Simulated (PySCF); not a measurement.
## CH7Al2NO4: geometry relaxation

CH7Al2NO4, SMILES C[NH][Al]([OH])[O][Al]([OH])[OH], computed with PBE0-D3(BJ)/def2-SVP geometry optimisation, gas phase (PySCF 2.14.0).

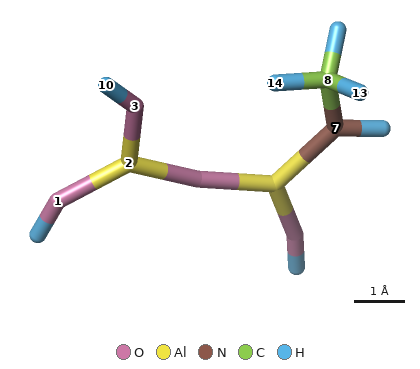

The starting structure (stick view, seen at a tilt; atoms are numbered from 1 in the order of the input). Sticks mark near contacts. Bond lengths as drawn: Al–N 1.79 Å, Al–O 1.63 to 1.68 Å, C–H 1.07 to 1.11 Å, C–N 1.45 Å, H–N 1.00 Å and H–O 0.94 to 0.97 Å.

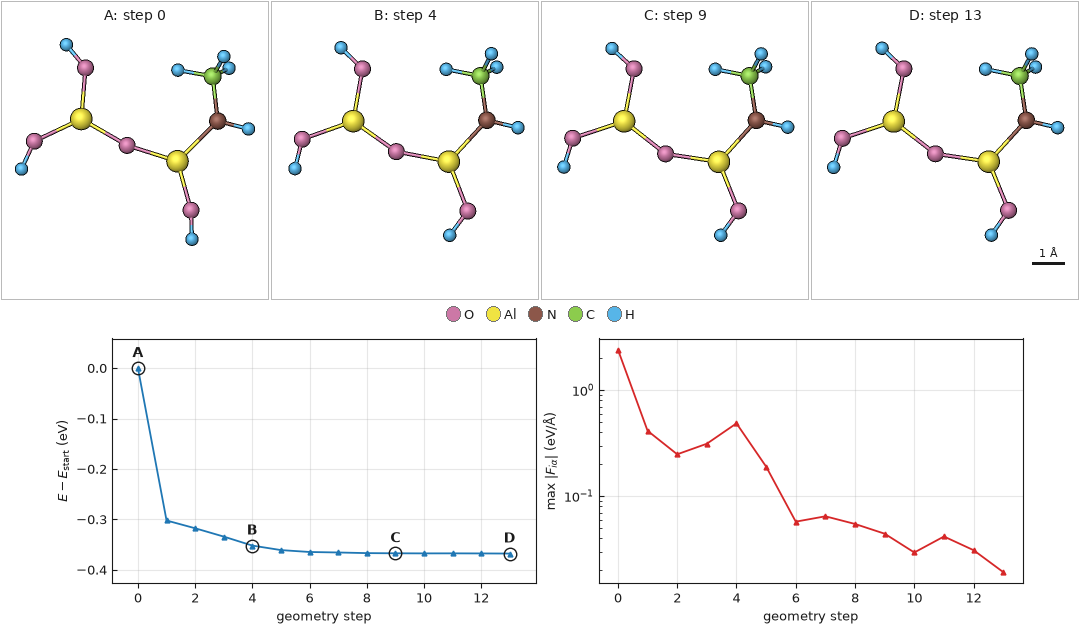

Frames of the relaxation (ball-and-stick view, seen at a tilt) above the curves, on which the letters mark them (steps are counted from 0).

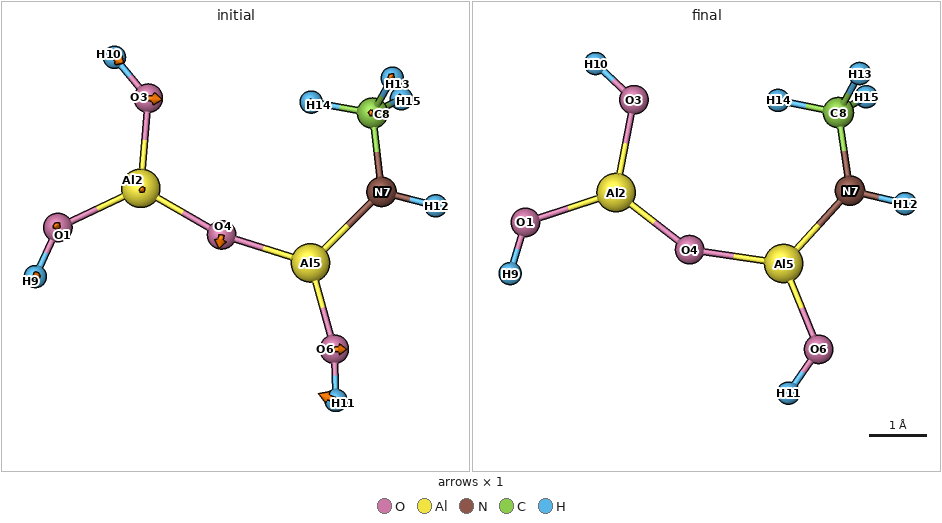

Before (left) and after (right) the relaxation, at one scale (ball-and-stick view, seen at a tilt). The orange arrows give the displacements, at true length. The largest move after the best rigid fit is that of H11, 0.36 Å. By element the largest moves are H 0.36 Å, O 0.28 Å, Al 0.11 Å, C 0.09 Å, N 0.05 Å. Distances before and after: Al5–O6 1.634 → 1.702 Å, Al2–O3 1.643 → 1.699 Å, C8–H15 1.070 → 1.107 Å, Al5–N7 1.794 → 1.764 Å. Among the angles that change: Al5–O6–H11 166.8° → 124.2°, Al2–O4–Al5 167.7° → 150.7°, Al2–O1–H9 139.5° → 124.0°. Over 13 geometry steps the energy falls by 0.368 eV. Largest force component: 2.4 eV/Å at the start, 0.019 eV/Å at the end. (Atoms are counted from 1 in the order of the input.)

The input and output of the run follow.

### Input
```
{"job": {"xc": "PBE0", "basis": "def2-SVP", "d3": "d3bj", "grid": 2, "kind": "geom", "shake": 0.01}, "charge": 0, "multiplicity": 1}
O     -2.617373     1.905665     1.907095
Al    -1.291504     1.051659     1.496550
O     -0.199092     0.642081     2.652884
O     -0.942982     0.557256    -0.072867
Al    -0.329430    -0.116960    -1.479704
O     -1.046300     0.010979    -2.942840
N      1.232626    -0.984753    -1.316128
C      2.032915    -1.195254    -0.124928
H     -3.402205     2.295438     1.489905
H     -0.093526     0.780263     3.604478
H     -1.614072     0.179963    -3.669373
H      1.650714    -1.395064    -2.128950
H      2.106156    -2.258721     0.083923
H      1.493011    -0.730267     0.729699
H      3.010138    -0.767658    -0.215073
```

The first line tells a small driver script what to run in PySCF; the rest is the geometry in Å.

Launch command:
```bash
OMP_NUM_THREADS=1 python <driver script> task.json out
```

### What the program printed
```
step   0  E = -882.01785405  max force = 0.046816
step   1  E = -882.02895638  max force = 0.008036
step   2  E = -882.02952323  max force = 0.004822
step   3  E = -882.03013003  max force = 0.006066
step   4  E = -882.03078571  max force = 0.009439
step   5  E = -882.03111364  max force = 0.003690
step   6  E = -882.03125229  max force = 0.001116
step   7  E = -882.03128817  max force = 0.001255
step   8  E = -882.03133396  max force = 0.001062
step   9  E = -882.03134777  max force = 0.000860
step  10  E = -882.03135393  max force = 0.000572
step  11  E = -882.03135191  max force = 0.000810
step  12  E = -882.03135758  max force = 0.000601
step  13  E = -882.03136661  max force = 0.000374
optimisation converged
```

### Trajectory as extended XYZ (Å, eV, eV/Å), 14 frames, from step=0 to step=13
```
15
Properties=species:S:1:pos:R:3:forces:R:3 step=0 energy=-24000.92830
O    -2.6174    1.9057    1.9071   -2.4074   1.4603   0.2203
Al   -1.2915    1.0517    1.4966    0.5969  -0.5940  -1.5119
O    -0.1991    0.6421    2.6529    1.2396  -0.3630   1.8441
O    -0.9430    0.5573   -0.0729   -0.3861   0.2182   0.2717
Al   -0.3294   -0.1170   -1.4797    1.3306  -0.4998   0.8583
O    -1.0463    0.0110   -2.9428   -0.0825  -0.0887  -0.6669
N     1.2326   -0.9848   -1.3161   -0.6743   0.5567   0.1131
C     2.0329   -1.1952   -0.1249   -2.0342   0.2230  -0.0959
H    -3.4022    2.2954    1.4899    0.8380  -0.4433   0.3300
H    -0.0935    0.7803    3.6045   -0.1979  -0.0572  -0.7805
H    -1.6141    0.1800   -3.6694   -0.3572   0.1250  -0.3444
H     1.6507   -1.3951   -2.1290    0.2248  -0.2455  -0.5108
H     2.1062   -2.2587    0.0839    0.3187  -0.6083   0.3299
H     1.4930   -0.7303    0.7297    0.4509  -0.1308  -0.1366
H     3.0101   -0.7677   -0.2151    1.1402   0.4475   0.0795
15
Properties=species:S:1:pos:R:3:forces:R:3 step=1 energy=-24001.23041
O    -2.5705    1.9668    1.9913    0.3639  -0.1534   0.3205
Al   -1.2147    1.0737    1.4912   -0.0076   0.0268   0.0461
O    -0.0754    0.6266    2.6779   -0.0766  -0.0405  -0.4132
O    -0.9643    0.6261   -0.1074    0.0594  -0.0615  -0.1959
Al   -0.2766   -0.0826   -1.4935   -0.2215   0.1136   0.2159
O    -0.9549    0.0508   -3.0200    0.1837  -0.1294  -0.2287
N     1.1972   -1.0323   -1.3444    0.1113  -0.0647   0.0023
C     1.9448   -1.2819   -0.1354    0.2042  -0.0818  -0.0782
H    -3.2674    2.2693    1.4216   -0.3127   0.1291  -0.2859
H    -0.2247    0.8896    3.5813    0.0116   0.0635   0.3886
H    -1.6814    0.3781   -3.5345   -0.1495   0.1152   0.0839
H     1.6153   -1.4624   -2.1635   -0.0422   0.0322   0.0380
H     2.0340   -2.3614    0.0995   -0.0228   0.0482   0.0030
H     1.4554   -0.8076    0.7266   -0.0194   0.0270   0.0712
H     2.9777   -0.8785   -0.1799   -0.0818  -0.0243   0.0326
15
Properties=species:S:1:pos:R:3:forces:R:3 step=2 energy=-24001.24584
O    -2.5806    1.9821    1.9942   -0.0317   0.0240   0.0133
Al   -1.2343    1.0832    1.4822    0.0330  -0.0145   0.0291
O    -0.0965    0.6251    2.6638   -0.0817   0.0466   0.0069
O    -0.9857    0.6312   -0.1171   -0.0251   0.0017  -0.0705
Al   -0.2902   -0.0864   -1.4901   -0.0130   0.0350   0.2136
O    -0.9547    0.0512   -3.0252    0.1480  -0.1316  -0.2479
N     1.1939   -1.0294   -1.3258    0.0739  -0.0276   0.0187
C     1.9725   -1.2957   -0.1378   -0.0282   0.0257   0.0148
H    -3.2834    2.2910    1.4207    0.0382  -0.0215   0.0038
H    -0.2277    0.8799    3.5801    0.0496  -0.0395  -0.0337
H    -1.6923    0.3987   -3.5134   -0.0918   0.0850   0.1230
H     1.6029   -1.4541   -2.1506   -0.0290   0.0049  -0.0569
H     2.0627   -2.3767    0.0825   -0.0159   0.0041  -0.0043
H     1.5052   -0.8316    0.7450   -0.0054   0.0029   0.0022
H     3.0027   -0.8941   -0.1976   -0.0208   0.0047  -0.0122
15
Properties=species:S:1:pos:R:3:forces:R:3 step=3 energy=-24001.26235
O    -2.5610    1.9833    2.0031   -0.2824   0.1408  -0.1875
Al   -1.2341    1.0747    1.4608    0.0587  -0.0514  -0.0063
O    -0.0835    0.5834    2.6126   -0.0439   0.0805   0.3056
O    -1.0041    0.6290   -0.1452   -0.1340   0.0819   0.0529
Al   -0.2986   -0.0973   -1.5030    0.1665  -0.0388   0.1189
O    -0.9366    0.0387   -3.0548    0.0617  -0.1015  -0.2538
N     1.1928   -1.0312   -1.3188   -0.0823   0.0681   0.0072
C     1.9545   -1.2734   -0.1149   -0.1208   0.0383   0.0381
H    -3.2680    2.3039    1.4317    0.2538  -0.1155   0.1917
H    -0.1700    0.8125    3.5456    0.0434  -0.0865  -0.3119
H    -1.6969    0.4220   -3.4821   -0.0407   0.0530   0.1316
H     1.6057   -1.4597   -2.1396    0.0272  -0.0205  -0.0134
H     2.0431   -2.3489    0.1252    0.0143  -0.0381   0.0076
H     1.4706   -0.7964    0.7547    0.0182  -0.0260  -0.0589
H     2.9804   -0.8661   -0.1644    0.0603   0.0158  -0.0217
15
Properties=species:S:1:pos:R:3:forces:R:3 step=4 energy=-24001.28019
O    -2.5501    1.9997    2.0083   -0.3800   0.1957  -0.3106
Al   -1.2623    1.0696    1.4116    0.0984  -0.1096  -0.0544
O    -0.0885    0.5038    2.4958    0.0753   0.0395   0.4854
O    -1.0655    0.6429   -0.2072   -0.2870   0.1946   0.1546
Al   -0.3104   -0.1070   -1.5194    0.4665  -0.1771   0.0508
O    -0.8985    0.0172   -3.1073   -0.1049   0.0033  -0.0806
N     1.1888   -1.0237   -1.2855   -0.1948   0.1075  -0.0522
C     1.9475   -1.2473   -0.0768   -0.2325   0.0866   0.1001
H    -3.2523    2.3435    1.4394    0.3241  -0.1502   0.2908
H    -0.0743    0.6662    3.4471   -0.0415  -0.0474  -0.4212
H    -1.7057    0.4811   -3.3311    0.0050  -0.0044  -0.0323
H     1.6031   -1.4605   -2.1011    0.0699  -0.0417  -0.0128
H     2.0311   -2.3173    0.1841    0.0428  -0.0708  -0.0004
H     1.4614   -0.7547    0.7842    0.0237  -0.0415  -0.0855
H     2.9703   -0.8392   -0.1312    0.1351   0.0152  -0.0316
15
Properties=species:S:1:pos:R:3:forces:R:3 step=5 energy=-24001.28911
O    -2.5598    1.9952    2.0014   -0.1691   0.0833  -0.1535
Al   -1.2611    1.0699    1.4187    0.0767  -0.0660  -0.0071
O    -0.0955    0.5270    2.5260    0.0398   0.0025   0.1897
O    -1.0547    0.6438   -0.1982   -0.1581   0.1071   0.0785
Al   -0.2931   -0.1024   -1.5149    0.1795  -0.0522   0.0238
O    -0.9060    0.0240   -3.0934   -0.0311  -0.0238  -0.0838
N     1.1989   -1.0260   -1.2959   -0.1044   0.0567  -0.0471
C     1.9514   -1.2575   -0.0853   -0.0869   0.0267   0.0439
H    -3.2591    2.3338    1.4347    0.1314  -0.0578   0.1275
H    -0.1081    0.7071    3.4696   -0.0224  -0.0174  -0.1729
H    -1.7115    0.4743   -3.3473    0.0227  -0.0032   0.0303
H     1.6162   -1.4613   -2.1118    0.0353  -0.0161   0.0118
H     2.0351   -2.3307    0.1678    0.0207  -0.0271   0.0002
H     1.4632   -0.7700    0.7750    0.0117  -0.0157  -0.0331
H     2.9785   -0.8528   -0.1357    0.0541   0.0031  -0.0083
15
Properties=species:S:1:pos:R:3:forces:R:3 step=6 energy=-24001.29289
O    -2.5607    1.9914    1.9967    0.0330  -0.0216  -0.0111
Al   -1.2640    1.0646    1.4091    0.0312  -0.0185   0.0290
O    -0.0966    0.5150    2.5122    0.0226  -0.0330  -0.0477
O    -1.0667    0.6537   -0.2122   -0.0574   0.0376  -0.0323
Al   -0.2817   -0.0944   -1.5201   -0.0018   0.0071   0.0049
O    -0.8941    0.0170   -3.1046   -0.0058  -0.0053   0.0099
N     1.2036   -1.0187   -1.2923    0.0034  -0.0009  -0.0166
C     1.9440   -1.2523   -0.0744    0.0232  -0.0150  -0.0007
H    -3.2572    2.3363    1.4377   -0.0345   0.0205  -0.0120
H    -0.1073    0.6916    3.4524   -0.0218   0.0210   0.0488
H    -1.7060    0.4708   -3.3316    0.0122  -0.0003  -0.0010
H     1.6302   -1.4567   -2.1025    0.0055   0.0039   0.0167
H     2.0261   -2.3271    0.1771   -0.0003   0.0062  -0.0018
H     1.4496   -0.7652    0.7807    0.0010   0.0019   0.0081
H     2.9752   -0.8516   -0.1173   -0.0107  -0.0038   0.0057
15
Properties=species:S:1:pos:R:3:forces:R:3 step=7 energy=-24001.29386
O    -2.5591    1.9907    1.9933    0.0624  -0.0345   0.0194
Al   -1.2660    1.0612    1.4017    0.0020  -0.0009   0.0295
O    -0.0998    0.5016    2.5016    0.0131  -0.0287  -0.0638
O    -1.0767    0.6598   -0.2227   -0.0230   0.0160  -0.0580
Al   -0.2796   -0.0910   -1.5232   -0.0251   0.0080   0.0048
O    -0.8856    0.0107   -3.1117    0.0054  -0.0032   0.0310
N     1.2056   -1.0125   -1.2854    0.0294  -0.0113   0.0020
C     1.9416   -1.2477   -0.0647    0.0308  -0.0139  -0.0070
H    -3.2553    2.3432    1.4397   -0.0491   0.0264  -0.0316
H    -0.1130    0.6780    3.4417   -0.0169   0.0201   0.0645
H    -1.6982    0.4638   -3.3375    0.0039   0.0034  -0.0100
H     1.6384   -1.4503   -2.0922   -0.0059   0.0073   0.0015
H     2.0248   -2.3233    0.1837   -0.0059   0.0093  -0.0008
H     1.4444   -0.7634    0.7900   -0.0031   0.0038   0.0125
H     2.9730   -0.8465   -0.1035   -0.0180  -0.0019   0.0059
15
Properties=species:S:1:pos:R:3:forces:R:3 step=8 energy=-24001.29511
O    -2.5500    1.9906    1.9857    0.0546  -0.0239   0.0393
Al   -1.2731    1.0506    1.3776   -0.0455   0.0218   0.0150
O    -0.1148    0.4615    2.4719    0.0002  -0.0106  -0.0408
O    -1.1031    0.6720   -0.2550    0.0313  -0.0138  -0.0477
Al   -0.2750   -0.0883   -1.5323   -0.0302  -0.0005  -0.0062
O    -0.8586   -0.0095   -3.1313    0.0120   0.0007   0.0466
N     1.2128   -0.9978   -1.2652    0.0465  -0.0133   0.0302
C     1.9351   -1.2320   -0.0354    0.0218  -0.0051  -0.0134
H    -3.2459    2.3671    1.4476   -0.0336   0.0161  -0.0344
H    -0.1374    0.6390    3.4124   -0.0048   0.0058   0.0363
H    -1.6701    0.4416   -3.3653   -0.0020   0.0045  -0.0203
H     1.6622   -1.4333   -2.0641   -0.0191   0.0088  -0.0204
H     2.0229   -2.3080    0.2088   -0.0094   0.0068   0.0025
H     1.4253   -0.7547    0.8158   -0.0065   0.0015   0.0097
H     2.9642   -0.8243   -0.0606   -0.0154   0.0016   0.0034
15
Properties=species:S:1:pos:R:3:forces:R:3 step=9 energy=-24001.29549
O    -2.5502    1.9955    1.9790    0.0220  -0.0032   0.0277
Al   -1.2814    1.0478    1.3672   -0.0442   0.0173  -0.0053
O    -0.1301    0.4452    2.4622   -0.0063   0.0017  -0.0096
O    -1.1132    0.6751   -0.2675    0.0361  -0.0168  -0.0187
Al   -0.2725   -0.0904   -1.5334   -0.0160   0.0018   0.0002
O    -0.8429   -0.0205   -3.1367    0.0089  -0.0038   0.0241
N     1.2181   -0.9925   -1.2539    0.0338  -0.0081   0.0246
C     1.9366   -1.2263   -0.0219    0.0021   0.0026  -0.0075
H    -3.2439    2.3825    1.4447   -0.0082   0.0016  -0.0185
H    -0.1597    0.6246    3.4029    0.0018  -0.0041   0.0072
H    -1.6512    0.4278   -3.3866    0.0013   0.0030  -0.0114
H     1.6721   -1.4248   -2.0518   -0.0153   0.0049  -0.0206
H     2.0281   -2.3024    0.2197   -0.0049   0.0013   0.0030
H     1.4213   -0.7539    0.8290   -0.0062   0.0000   0.0029
H     2.9634   -0.8134   -0.0420   -0.0048   0.0017   0.0020
15
Properties=species:S:1:pos:R:3:forces:R:3 step=10 energy=-24001.29565
O    -2.5562    2.0079    1.9638   -0.0268   0.0264  -0.0018
Al   -1.2985    1.0470    1.3518   -0.0177  -0.0017  -0.0252
O    -0.1610    0.4269    2.4522   -0.0122   0.0148   0.0270
O    -1.1230    0.6766   -0.2836    0.0244  -0.0102   0.0277
Al   -0.2656   -0.0967   -1.5330    0.0097   0.0067   0.0075
O    -0.8154   -0.0387   -3.1424   -0.0029  -0.0083  -0.0126
N     1.2288   -0.9880   -1.2374   -0.0003   0.0040   0.0012
C     1.9413   -1.2193   -0.0019   -0.0200   0.0073   0.0025
H    -3.2439    2.4073    1.4293    0.0217  -0.0155   0.0062
H    -0.1999    0.6072    3.3933    0.0075  -0.0141  -0.0294
H    -1.6179    0.4059   -3.4161    0.0064   0.0001   0.0008
H     1.6871   -1.4159   -2.0356   -0.0008  -0.0025  -0.0038
H     2.0378   -2.2950    0.2384    0.0034  -0.0051   0.0028
H     1.4163   -0.7526    0.8464   -0.0017  -0.0022  -0.0043
H     2.9644   -0.7983   -0.0144    0.0092   0.0003   0.0016
15
Properties=species:S:1:pos:R:3:forces:R:3 step=11 energy=-24001.29560
O    -2.5675    2.0219    1.9437   -0.0411   0.0334  -0.0170
Al   -1.3145    1.0500    1.3401    0.0071  -0.0153  -0.0276
O    -0.1896    0.4197    2.4480   -0.0170   0.0206   0.0351
O    -1.1250    0.6764   -0.2932    0.0108  -0.0028   0.0416
Al   -0.2564   -0.1020   -1.5312    0.0177   0.0094   0.0080
O    -0.7910   -0.0542   -3.1452   -0.0088  -0.0096  -0.0313
N     1.2396   -0.9869   -1.2242   -0.0217   0.0105  -0.0157
C     1.9457   -1.2160    0.0148   -0.0240   0.0056   0.0091
H    -3.2479    2.4262    1.4031    0.0279  -0.0187   0.0154
H    -0.2351    0.5987    3.3892    0.0089  -0.0152  -0.0351
H    -1.5890    0.3870   -3.4367    0.0079  -0.0007   0.0090
H     1.7006   -1.4127   -2.0221    0.0110  -0.0075   0.0112
H     2.0452   -2.2914    0.2554    0.0068  -0.0067   0.0015
H     1.4126   -0.7524    0.8599    0.0016  -0.0024  -0.0060
H     2.9668   -0.7900    0.0092    0.0131  -0.0007   0.0019
15
Properties=species:S:1:pos:R:3:forces:R:3 step=12 energy=-24001.29575
O    -2.5803    2.0330    1.9241   -0.0294   0.0217  -0.0208
Al   -1.3248    1.0556    1.3340    0.0231  -0.0205  -0.0130
O    -0.2086    0.4256    2.4506   -0.0154   0.0160   0.0198
O    -1.1193    0.6743   -0.2953   -0.0007   0.0048   0.0309
Al   -0.2471   -0.1055   -1.5294    0.0133   0.0073   0.0003
O    -0.7761   -0.0629   -3.1454   -0.0084  -0.0079  -0.0286
N     1.2480   -0.9899   -1.2176   -0.0281   0.0122  -0.0214
C     1.9484   -1.2171    0.0246   -0.0128  -0.0004   0.0109
H    -3.2545    2.4340    1.3737    0.0156  -0.0101   0.0117
H    -0.2567    0.6020    3.3917    0.0045  -0.0086  -0.0196
H    -1.5723    0.3771   -3.4431    0.0059   0.0004   0.0097
H     1.7105   -1.4167   -2.0141    0.0156  -0.0083   0.0194
H     2.0477   -2.2921    0.2672    0.0054  -0.0043   0.0008
H     1.4102   -0.7529    0.8662    0.0029  -0.0012  -0.0026
H     2.9693   -0.7902    0.0238    0.0084  -0.0012   0.0027
15
Properties=species:S:1:pos:R:3:forces:R:3 step=13 energy=-24001.29600
O    -2.5907    2.0398    1.9054   -0.0004   0.0001  -0.0105
Al   -1.3295    1.0602    1.3296    0.0192  -0.0134   0.0056
O    -0.2197    0.4347    2.4544   -0.0097   0.0073  -0.0064
O    -1.1112    0.6722   -0.2957   -0.0024   0.0059   0.0058
Al   -0.2388   -0.1078   -1.5295    0.0005   0.0043  -0.0120
O    -0.7669   -0.0678   -3.1466   -0.0030  -0.0047  -0.0091
N     1.2540   -0.9938   -1.2141   -0.0162   0.0069  -0.0117
C     1.9479   -1.2186    0.0322    0.0043  -0.0060   0.0076
H    -3.2600    2.4353    1.3459   -0.0055   0.0034  -0.0024
H    -0.2685    0.6089    3.3952   -0.0015   0.0003   0.0067
H    -1.5634    0.3730   -3.4423    0.0020   0.0022   0.0046
H     1.7200   -1.4236   -2.0069    0.0116  -0.0057   0.0165
H     2.0457   -2.2933    0.2778    0.0008   0.0007   0.0004
H     1.4058   -0.7520    0.8698    0.0017   0.0000   0.0023
H     2.9696   -0.7929    0.0357   -0.0014  -0.0014   0.0027
```

### Key numbers

- outcome: converged
- total energy: −882.031367 hartree
- dipole moment: 1.61 D
- point group: C1
- hardware: 1 CPU thread, shared host
- wall time: 3.8 min
- peak memory: 0.78 GiB
